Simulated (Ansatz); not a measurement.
**Hypothetical P6_3/mmc PbI2: pressure series**

The reference is PbI₂ in the 2H-MoS2 type structure (space group P6_3/mmc, No. 194; a = 4.398 Å, c = 14.845 Å; a hypothetical phase, not in the database extracts checked).

Cell and atoms are relaxed at each pressure.

All numbers come from Ansatz (a program for electronic structure) PBE-D3(BJ), no SOC, earlier PAW set.

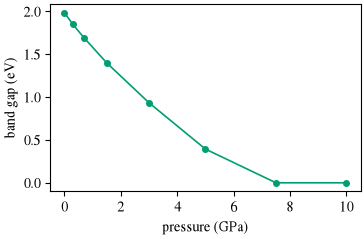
Band gap against pressure

Task: From the plot, what is the band gap for pressure 10 GPa?

Result: About 0.0 eV.

Task: Is the trend monotonic over the range shown?

Result: Yes, it falls throughout, spanning zero to 1.99 eV.

A case with no gap was solved on a k-mesh chosen for an insulator, which is coarse for it. Spin-orbit coupling, missing from the scalar runs, can matter with I and Pb. Load acts through the strain it causes; cell and atoms are relaxed under it. Whether these cells are dynamically stable was not tested. Competing high-pressure phases were not computed. The final runs are not spin-polarised. A zero or small gap of PbI2 under pressure 7.5 GPa and PbI2 under pressure 10 GPa can be the functional's error rather than a property of the material.
